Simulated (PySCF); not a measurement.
```xyz
8

C    -1.3112    0.3340    0.3651
C    -0.4704   -0.5828   -0.1443
Al    1.4223   -0.2374   -0.3606
Br    2.1286    1.8256    0.2731
H    -0.9656    1.3270    0.6786
H    -2.3839    0.1419    0.4949
H    -0.9040   -1.5514   -0.4329
H     2.5057   -1.2391   -0.9211
```

Geometry: PBE0-D3(BJ)/ma-def2-SVP.

Computed with PySCF, DFT single point, gas phase, functional PBE0.

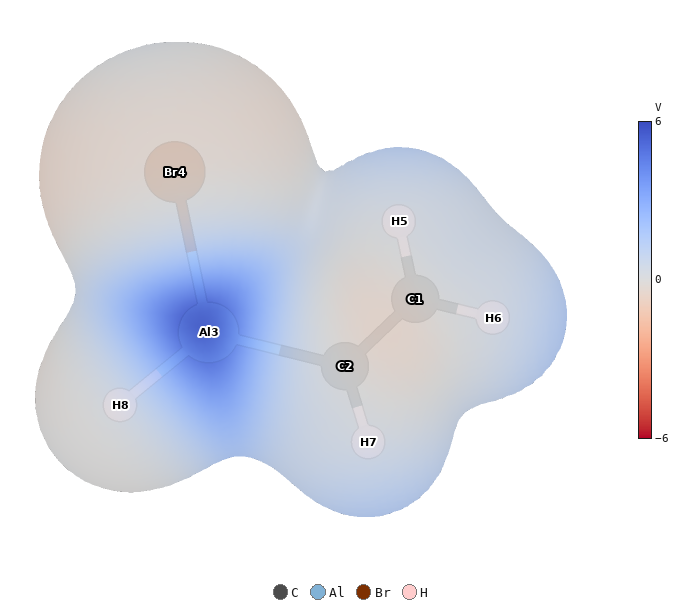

C2H4AlBr (SMILES C=[CH][AlH][Br]). The molecular electrostatic potential painted on the density surface at 0.004 e/bohr³, seen across its widest extent; the colour scale runs from red (negative) to blue (positive).

Question: Which sites attract a positive test charge, and which a negative one?

Answer: A positive charge is drawn to the negative regions and a negative charge to the positive ones. The most negative region (about −0.5 V) lies over C1, C2 and Br4, the most positive (about +5.4 V) over Al3. Br4 shows a σ-hole: about +0.2 V at the tip opposite its bond, against about −0.3 V on its flanks.

Question: What dipole moment does the calculation give?

Answer: Its dipole moment is 1.92 D.
